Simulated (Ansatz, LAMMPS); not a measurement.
# A frame of liquid 50SiO2-23Al2O3-12ZnO-12Li2O-4CoO (mol %) from 3000 K, run at 300 K (86 atoms) in motion

Aim: follow a frame of liquid 50SiO2-23Al2O3-12ZnO-12Li2O-4CoO (mol %) from 3000 K, run at 300 K (86 atoms) for a short time with forces from DFT, then look at structure and electrons in the last frame.

Calculated with Ansatz 0.2.0; Kohn-Sham DFT, PBE, PAW (set soft_2), plane waves.

### 1. Set-up

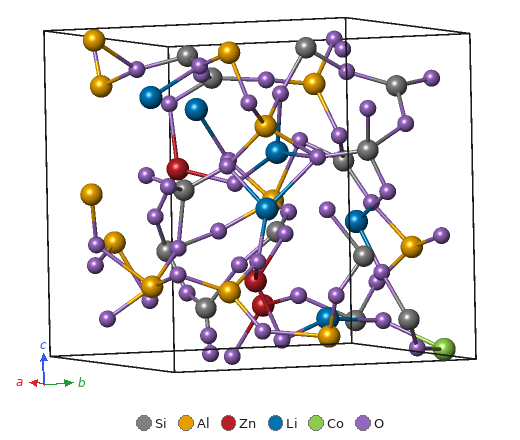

The cell as given, slightly off an axis (silicon grey, aluminium orange, zinc red, lithium blue, cobalt green, oxygen purple). Bonds to atoms that aren't drawn are left out.

The cell holds 86 atoms: 13 Si, 12 Al, 3 Zn, 6 Li, 1 Co and 51 O. Cell: a = 10.255 Å, b = 10.255 Å, c = 10.255 Å, α = 90.0°, β = 90.0°, γ = 90.0°. 86 atoms (13 Si, 12 Al, 3 Zn, 6 Li, 1 Co, 51 O) placed at random at 2.77 g/cm³, melted at 4000 K for 10 ps at fixed volume with the Morse and Coulomb pair potential with partial charges (Pedone, Malavasi, Menziani, Cormack and Segre, J. Phys. Chem. B 110, 11780 (2006)). Snapshot at the end of a hold of 10 ps at 3000 K and fixed volume.

Before any run, some limits are plain. The starting topology of bonds comes from the classical model, and needn't be the one that DFT or experiment would give. The cell was made at 3000 K but the dynamics is set to 300 K: the trajectory isn't one at 3000 K. Without a Hubbard term or exact exchange, open shells on Co are likely too delocalised. Only the Γ point is sampled, in a cell whose shortest periodic width is 10 Å.

### 2. Dynamics started at 300 K

A Nosé–Hoover thermostat steers the temperature while disturbing the dynamics little. The time step is 1.0 fs.

input.yaml reads:

```yaml
crystal:
  lattice:
    - [10.2548, 0.0, 0.0]
    - [0.0, 10.2548, 0.0]
    - [0.0, 0.0, 10.2548]
  atoms:
    - { symbol: Si, position: [0.21966, 0.07316, 0.35846] }
    - { symbol: Si, position: [0.73944, 0.34646, 0.5092] }
    - { symbol: Si, position: [0.08693, 0.60916, 0.6209] }
    - { symbol: Si, position: [0.50915, 0.98948, 0.0972] }
    [... 76 atom lines left out ...]
    - { symbol: O, position: [0.86084, 0.13494, 0.11634] }
    - { symbol: O, position: [0.88026, 0.93958, 0.91123] }
    - { symbol: O, position: [0.89781, 0.88552, 0.41933] }
    - { symbol: O, position: [0.24402, 0.66137, 0.68849] }
    - { symbol: O, position: [0.8991, 0.36051, 0.51199] }
    - { symbol: O, position: [0.37894, 0.37755, 0.2966] }
magnetization:
  spin_polarized: true
kpoints:
  mp_grid: { grid: [1, 1, 1] }
hamiltonian:
  xc: pbe
scf:
  occupations: { method: fermi_dirac, width: 0.025 }
output:
  forces: true
  stress: true
md:
  timestep: 1.0
  n_steps: 65
  ensemble: nvt_nose_hoover
  temperature: 300
  initial_velocities: maxwell_boltzmann
  seed: 258
```

Command:

```bash
$ ansatz run input.yaml --threads 4 --pin off --max-ram 8192MiB --backend cpu --events-out ev --progress --plain --runs-dir out
```

Run time: 23 min. Hardware: 4 threads of Arm Neoverse V1, shared host; peak memory 2.3 GiB.

The program notes that the SCF threshold is loose for the stress and it switched symmetry off.

The trajectory, sampled:

```tsv
time (fs)	T (K)	potential (meV/atom)	conserved (meV/atom)
0.0	300	0.0	0.00
4.0	765	-59.8	-0.42
9.0	1670	-177.4	-0.77
13.0	1928	-215.5	-0.62
17.0	1999	-234.1	-0.58
22.0	2019	-253.2	-0.64
26.0	1957	-258.8	-0.69
30.0	1867	-259.1	-0.61
35.0	1804	-264.4	-0.82
39.0	1584	-245.9	-0.61
43.0	1477	-241.1	-0.58
48.0	1574	-265.5	-0.74
52.0	1596	-279.1	-0.76
56.0	1522	-280.7	-0.77
61.0	1358	-272.6	-0.68
65.0	1367	-283.3	-0.70
```

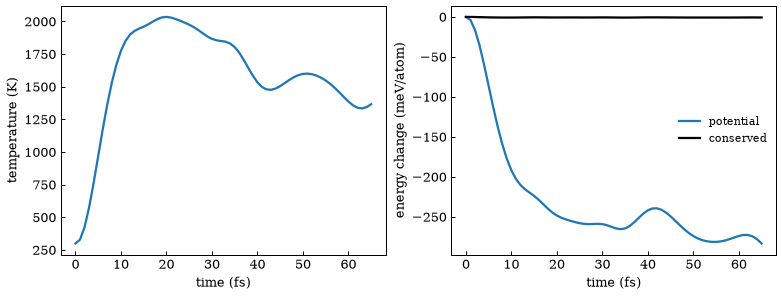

Temperature and energies against time.

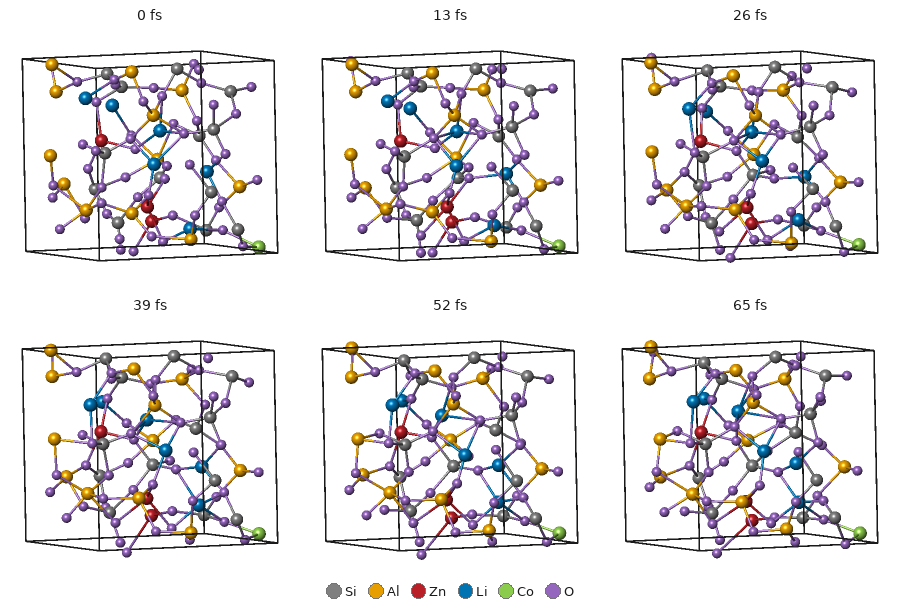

6 frames of the run. Bonds to atoms that aren't drawn are left out.

Mean square displacement from the first frame to the last: Si 0.13 Å², Al 0.35 Å², Zn 0.11 Å², Li 0.72 Å², Co 0.061 Å², O 0.29 Å².

Table of mean square displacement by time lag:

```tsv
time lag (fs)	Al (Å²)	Co (Å²)	Li (Å²)	O (Å²)	Si (Å²)	Zn (Å²)
5	0.00467	5.9e-4	0.0100	0.00604	0.00417	9.5e-4
10	0.0187	0.00241	0.0399	0.0232	0.0158	0.00376
15	0.0410	0.00543	0.0876	0.0477	0.0316	0.00829
20	0.0699	0.00948	0.149	0.0750	0.0472	0.0144
25	0.103	0.0143	0.218	0.102	0.0592	0.0219
30	0.138	0.0198	0.290	0.129	0.0669	0.0305
```

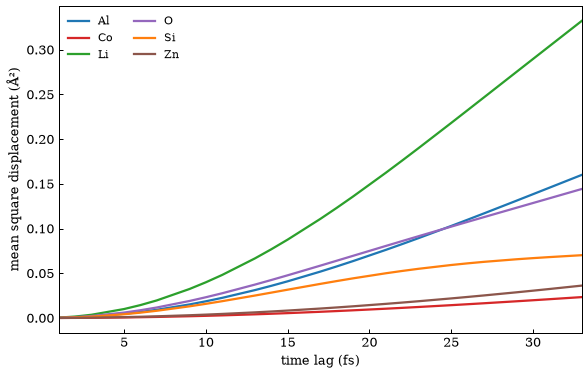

Mean square displacement, plotted against time lag.

Over the second half of 65 fs the temperature averages 1543 K, falling from about 1714 to 1376 K (means over the first and last quarter of that half). The conserved energy stays within 0.82 meV/atom. From first frame to last Li has the largest mean square displacement, 0.72 Å² at the end; the farthest move is 1.26 Å. The mean temperature of 1543 K lies well off the 300 K of the input, so the thermostat hasn't yet brought the run to equilibrium. The run spans 0.07 ps, too short for its means to be equilibrium values.

### 3. Distances and neighbours late in the run

The g(r) is a mean over the second half; what follows it is taken at the last frame.

Density 2.77 g/cm³, 12.54 Å³ an atom.

Mean of 18 frames. g(r), total and by pair (bins of 0.2 Å):

```tsv
r (Å)	total	O-O	O-Si	O-Al	O-Li	O-Zn	O-Co
1.40	0.03	0.00	0.17	0.00	0.00	0.00	0.00
1.60	1.58	0.00	7.58	1.27	0.24	0.00	0.00
1.80	1.77	0.00	3.65	5.78	1.40	1.08	0.00
2.00	0.92	0.00	0.34	2.68	3.26	2.60	2.67
2.20	0.44	0.06	0.14	0.62	1.69	1.70	3.83
2.40	0.43	0.74	0.12	0.12	0.48	1.09	0.41
2.60	1.06	2.04	0.16	0.25	0.85	1.12	1.57
2.80	1.12	2.31	0.24	0.34	0.53	0.22	0.00
3.00	1.04	1.67	0.28	0.46	0.75	0.31	0.00
3.20	1.13	1.36	0.58	0.51	0.30	0.92	0.23
3.40	1.08	0.98	0.85	0.91	0.76	1.31	2.15
3.60	0.99	0.73	1.41	0.91	1.01	1.26	1.56
3.80	0.93	0.66	1.31	1.14	1.15	1.48	0.42
4.00	0.93	0.57	1.29	1.42	1.14	0.85	0.52
4.20	1.07	0.65	1.71	1.41	1.16	1.42	1.61
4.40	1.04	0.72	1.52	1.24	1.33	0.92	0.80
4.60	1.02	0.87	1.00	1.34	1.40	1.25	1.52
4.80	1.02	1.21	0.91	0.97	0.98	1.09	1.35
5.00	1.02	1.25	0.68	0.88	0.90	1.02	1.05
```

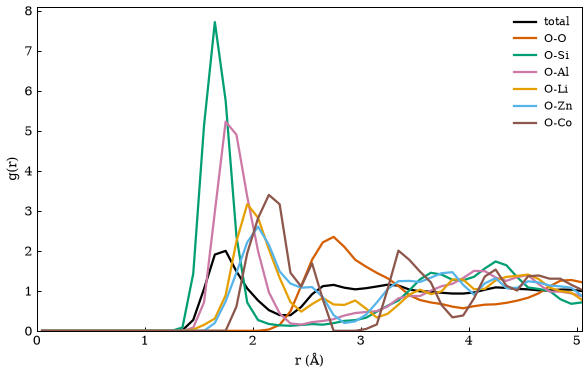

Pair distribution functions, lightly smoothed.

Bonds by pair of elements; cutoffs follow the first minimum of g(r), held within bounds set by covalent radii, and pairs that aren't listed don't count as bonded:

```tsv
pair A-B	cutoff (Å)	bonds	mean length (Å)	spread (Å)	shortest (Å)	B about A	A about B
O-Si	2.16	52	1.69	0.106	1.49	1.02	4
O-Al	2.43	51	1.86	0.165	1.55	1	4.25
O-Li	2.43	21	2.06	0.149	1.80	0.412	3.5
O-Zn	2.5	10	2.12	0.192	1.81	0.196	3.33
O-Co	2.43	4	2.09	0.129	1.93	0.078	4
```

The cutoff for O-Zn falls short of the minimum of g(r), so counts run low and odd coordinations can be artefacts.

How many atoms have how many bonded neighbours:

```tsv
element	mean	2	3	4	5
Al	4.25	0	0	9	3
Co	4	0	0	1	0
Li	3.5	1	1	4	0
O	2.71	18	30	3	0
Si	4	0	1	11	1
Zn	3.33	0	2	1	0
```

Bond angles, per cent of each kind in bins of 5°:

```tsv
angle (°)	O-Al-O	O-Si-O	Al-O-Si	O-Li-O	Li-O-Si
65–70	2.4	0.0	0.0	3.6	0.0
70–75	2.4	0.0	0.0	3.6	0.0
75–80	2.4	1.3	0.0	10.7	5.9
80–85	5.9	2.5	2.6	0.0	0.0
85–90	7.1	5.1	2.6	10.7	5.9
90–95	7.1	6.3	2.6	0.0	5.9
95–100	10.7	12.7	5.3	7.1	0.0
100–105	10.7	11.4	7.9	10.7	5.9
105–110	5.9	13.9	7.9	7.1	11.8
110–115	16.7	15.2	2.6	10.7	5.9
115–120	8.3	13.9	7.9	3.6	11.8
120–125	5.9	7.6	10.5	7.1	5.9
125–130	4.8	3.8	7.9	0.0	0.0
130–135	1.2	1.3	10.5	0.0	17.6
135–140	2.4	2.5	2.6	3.6	5.9
140–145	0.0	0.0	2.6	3.6	5.9
145–150	1.2	0.0	2.6	3.6	5.9
150–155	1.2	0.0	5.3	0.0	0.0
155–160	0.0	2.5	7.9	7.1	0.0
160–165	1.2	0.0	10.5	7.1	0.0
165–170	0.0	0.0	0.0	0.0	0.0
170–175	1.2	0.0	0.0	0.0	5.9
175–180	1.2	0.0	0.0	0.0	0.0
```

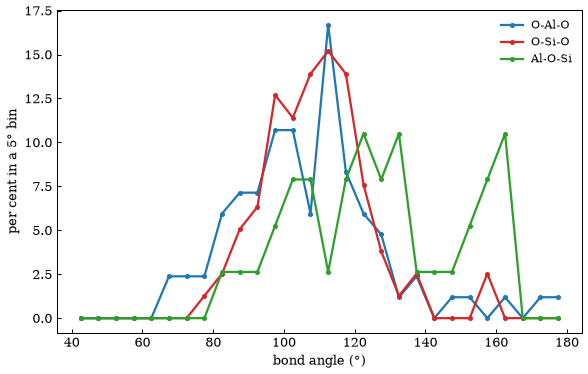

Distributions of the most common bond angles.

Bond angles (no mean is given where the spread exceeds 20°):

```tsv
angle	count	mean (°)	spread (°)
O-Al-O	84	-	-
O-Si-O	79	109	15
Al-O-Si	38	-	-
O-Li-O	28	-	-
Li-O-Si	17	-	-
```

Oxygen atoms by the number of network formers (Si, P, Ge, B, Al, As, Ga) bound to them:

```tsv
network formers bound to O	O atoms	per cent
0	0	0
1	9	17.6
2	32	62.7
3	10	19.6
```

Network units: each former by its oxygen neighbours and how many of them bridge to another former:

```tsv
former	O neighbours	bridging O	atoms
Si	3	1	1
Si	4	2	1
Si	4	3	3
Si	4	4	7
Si	5	5	1
Al	4	3	2
Al	4	4	7
Al	5	5	3
```

Bond length by coordination (bonds to H left out):

```tsv
element	coordination	atoms	mean bond length (Å)
Al	4	9	1.82
Al	5	3	1.94
Li	2	1	1.87
Li	3	1	2.01
Li	4	4	2.10
O	2	18	1.71
O	3	30	1.89
O	4	3	1.97
Si	3	1	1.60
Si	4	11	1.69
Si	5	1	1.76
Zn	3	2	2.10
Zn	4	1	2.15
```

Rings of the network by King's shortest-path rule, up to 12 atoms, one path for each pair of neighbours; H, halogens, alkali and alkaline-earth atoms are left out, and the last column divides by all other atoms, bonded or not:

```tsv
ring size (atoms)	rings	per network atom
4	7	0.088
6	8	0.1
8	19	0.238
10	26	0.325
12	25	0.312
```

Counting bonds to Si and Al alone, not to Co and Zn, 63 % of the oxygens join two of these atoms and 18 % one; 20 % join three. The commonest Si unit has 4 oxygens, 4 of them shared with other formers (7 of 13 atoms). Rings of 10 atoms are the most common (31 % of those counted); sizes run from 4 to 12, where the search stops.

### 4. Single point at the last frame

The last frame is solved once more, with the analyses that the dynamics left out.

input.yaml reads:

```yaml
crystal:
  lattice:
    - [10.2548, 0.0, 0.0]
    - [0.0, 10.2548, 0.0]
    - [0.0, 0.0, 10.2548]
  atoms:
    - { symbol: Si, position: [0.21089, 0.09095, 0.36373] }
    - { symbol: Si, position: [0.74142, 0.34998, 0.5053] }
    - { symbol: Si, position: [0.13433, 0.60644, 0.58348] }
    - { symbol: Si, position: [0.52994, 0.98057, 0.10586] }
    [... 76 atom lines left out ...]
    - { symbol: O, position: [0.81916, 0.14435, 0.15479] }
    - { symbol: O, position: [0.88596, 0.95273, 0.92778] }
    - { symbol: O, position: [0.87054, 0.9237, 0.43365] }
    - { symbol: O, position: [0.21251, 0.66593, 0.71354] }
    - { symbol: O, position: [0.89147, 0.32683, 0.50232] }
    - { symbol: O, position: [0.40199, 0.3587, 0.27822] }
magnetization:
  spin_polarized: true
kpoints:
  mp_grid: { grid: [1, 1, 1] }
hamiltonian:
  xc: pbe
scf:
  occupations: { method: fermi_dirac, width: 0.025 }
output:
  forces: true
  stress: true
  populations: true
  dos:
    method: { smearing: { sigma: 0.1 } }
    de: 0.1
    projected: { site_lists: { Al: [Al], Co: [Co], Li: [Li], O: [O], Si: [Si] } }
  eigenvalues: true
  write_density: true
  write_potential: true
  volumetric_format: npy
  elf: true
```

Elapsed: 70 s, on 4 threads; peak memory 2.2 GiB; 4.6 min of CPU time.

The program notes that the stability of the SCF solution was not settled.

Numbers from this run:

- free energy: -60031.6656 eV
- free energy per atom: -698.0426 eV/atom
- SCF cycles: 30
- pressure: -2.479 GPa
- r.m.s. force component: 1.768 eV/Å
- longest force: 6.989 eV/Å
- Fermi energy: 5.47 eV
- gap (highest filled to lowest empty level): 0.6125 eV
- total moment: 3 μB
- absolute moment: 3.146 μB
- spilling of the projection: 0.01062

Length of the force by element:

```tsv
element	coordination	atoms	mean length of the force (eV/Å)	spread	least	most
Al	all	12	3.45	1.22	2.00	6.54
Co	all	1	0.737	0	0.737	0.737
Li	all	6	0.710	0.230	0.420	1.08
O	all	51	2.57	1.60	0.816	6.99
Si	all	13	3.41	1.18	1.43	5.64
Zn	all	3	1.38	0.292	0.978	1.67
```

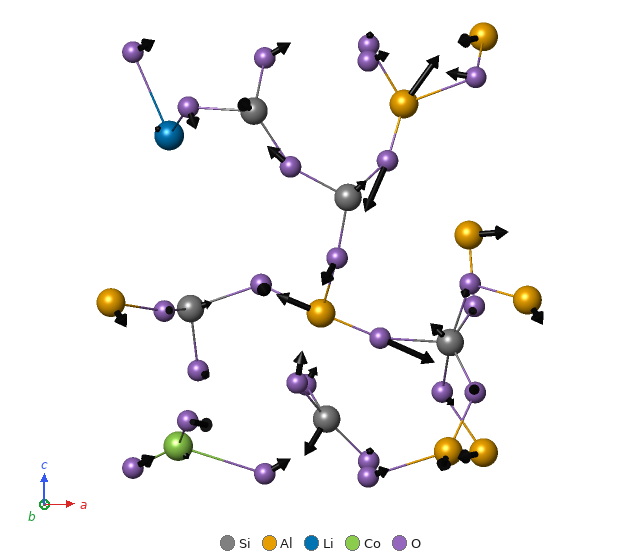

Forces as arrows; the longest in the cell is 6.99 eV/Å. Drawn is a slice 4 Å thick, seen along the normal of the ac plane. Bonds to atoms that aren't drawn are left out.

Löwdin charges by element (they lack the spilled electrons, 0.057 e an atom on average):

```tsv
element	coordination	atoms	mean charge (e)	spread	least	most
Al	all	12	1.30	0.0571	1.20	1.38
Co	all	1	1.26	0	1.26	1.26
Li	all	6	0.805	0.0207	0.771	0.827
O	all	51	-0.836	0.0616	-1.01	-0.729
Si	all	13	1.66	0.0429	1.60	1.74
Zn	all	3	1.45	0.0368	1.40	1.49
```

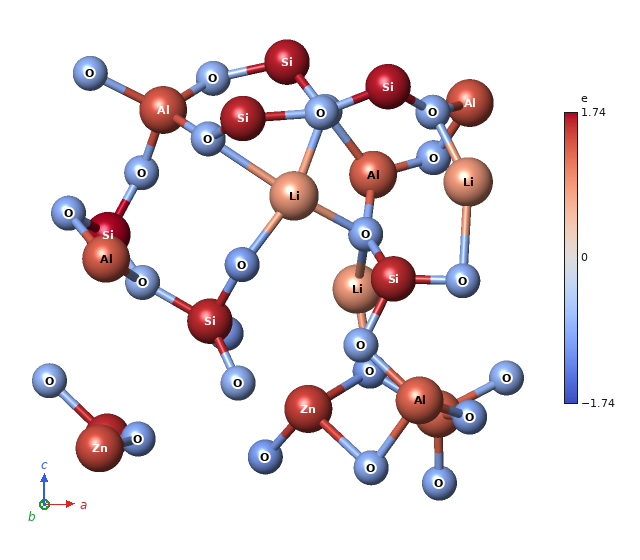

Atoms coloured by Löwdin charge. Drawn is a slice 4 Å thick, seen along the normal of the ac plane.

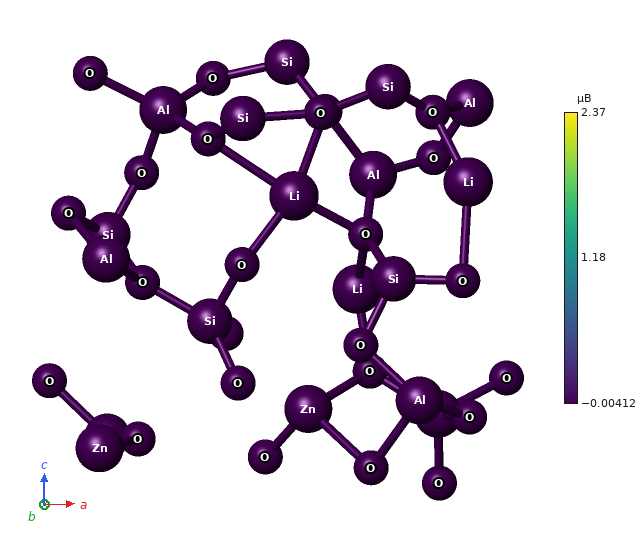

Atoms coloured by their magnetic moment. Drawn is a slice 4 Å thick, seen along the normal of the ac plane.

Magnetic moments by element:

```tsv
element	coordination	atoms	mean moment (μB)	spread	least	most
Al	all	12	1.0e-4	4.0e-4	0	0.0013
Co	all	1	2.37	0	2.37	2.37
Li	all	6	1.0e-4	2.0e-4	0	5.0e-4
O	all	51	0.0055	0.0203	-0.0019	0.127
Si	all	13	1.0e-4	3.0e-4	-1.0e-4	9.0e-4
Zn	all	3	-0.0014	0.0019	-0.0041	0
```

States in the cell by windows of 1 eV, zero at the Fermi level; the larger projections on atomic orbitals stand beside the total:

```tsv
from (eV)	to (eV)	total up	total down	O p	Si p
-14	-12	0.0	0.0	0.0	0.0
-12	-11	1.0	1.0	1.3	0.1
-11	-10	2.1	2.1	2.7	0.2
-10	-9	5.9	5.9	8.0	0.7
-9	-8	8.4	8.4	10.2	1.2
-8	-7	20.1	19.9	18.9	2.2
-7	-6	21.0	21.0	26.3	3.0
-6	-5	23.6	22.8	36.8	2.3
-5	-4	27.2	26.6	46.3	1.3
-4	-3	28.3	28.6	51.2	0.8
-3	-2	25.1	25.0	46.3	0.4
-2	-1	9.3	6.7	13.2	0.1
-1	0	1.0	2.0	0.8	0.0
0	1	1.0	2.6	0.6	0.0
1	2	1.3	2.7	0.8	0.1
2	3	3.0	2.9	1.0	0.6
3	4	7.4	7.1	2.5	2.2
4	5	10.9	11.1	3.3	4.2
```

Between -26 and -14 eV lie 102 more states.

About 20 of the 465 electrons lie in deeper levels, below the stored range.

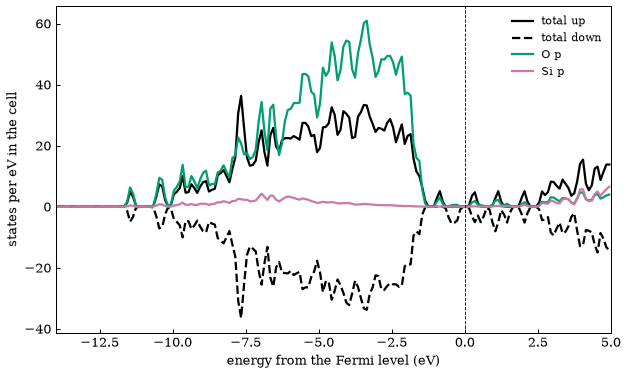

Total and projected density of states, with the broadening of the input. Down spins are drawn downwards.

Not all projections were asked for or kept, so they needn't add up to the total.

The levels nearest the highest filled one (over half full), pooled over k-points and spins:

```tsv
level less the highest filled one (eV)	occupation
-1.30	1
-1.26	1
-1.16	1
-0.570	1
-0.185	1
0	1
0.613	0
0.622	0
0.869	0
1.29	0
1.40	0
1.43	0
```

Mean Löwdin charges: Al +1.30, Co +1.26, Li +0.81, O -0.84, Si +1.66, Zn +1.45 e (they miss 1.1 % of the electrons, so they add up to more than the cell's charge). The cell holds a total moment of 3.00 μB.

### 5. Results

* mean temperature, second half: 1543 K
* temperature swing, second half: 134.6 K
* mean pressure, second half: -2.314 GPa
* slope of the conserved energy against time, by least squares: -4.353 meV/atom/ps
* free energy per atom: -698.0426 eV/atom
* pressure: -2.479 GPa
* r.m.s. force component: 1.768 eV/Å
* gap (highest filled to lowest empty level): 0.6125 eV
* wall time of the 2 DFT runs: 25 min

**Reading.** Over the second half of 65 fs the temperature averages 1543 K, falling from about 1714 to 1376 K (means over the first and last quarter of that half). The conserved energy stays within 0.82 meV/atom. The mean temperature of 1543 K lies well off the 300 K of the input, so the thermostat hasn't yet brought the run to equilibrium. The run spans 0.07 ps, too short for its means to be equilibrium values. Counting bonds to Si and Al alone, not to Co and Zn, 63 % of the oxygens join two of these atoms and 18 % one; 20 % join three. Between filled and empty levels lie 0.613 eV (at Γ alone); a semilocal functional tends to put such gaps too low. In a disordered cell it changes from sample to sample and from frame to frame. The cell holds a total moment of 3.00 μB.

Caveats: The run was spin polarised, started with a moment on one atom, ending at 3.0 μB in the cell; that starting order needn't be the real material's, and it bears on forces, charges and levels. With open d shells in the cell, the gap can be one between d levels of these ions, not the gap of the host. The moments were started parallel, whereas the real liquid is a paramagnet at this temperature. The pressure of -2.5 GPa is that of one thermal frame at a volume set beforehand, without the kinetic term.

[Logs are printed without paths, hosts, clocks, repeated set-up lines and the standing remarks that a program may print on its own settings, such as how far it seeks lower states.]

[Hosts, paths, dates, database ids (printed as entryN), source tags and the programs' standing remarks are cut or masked in the printed files.]
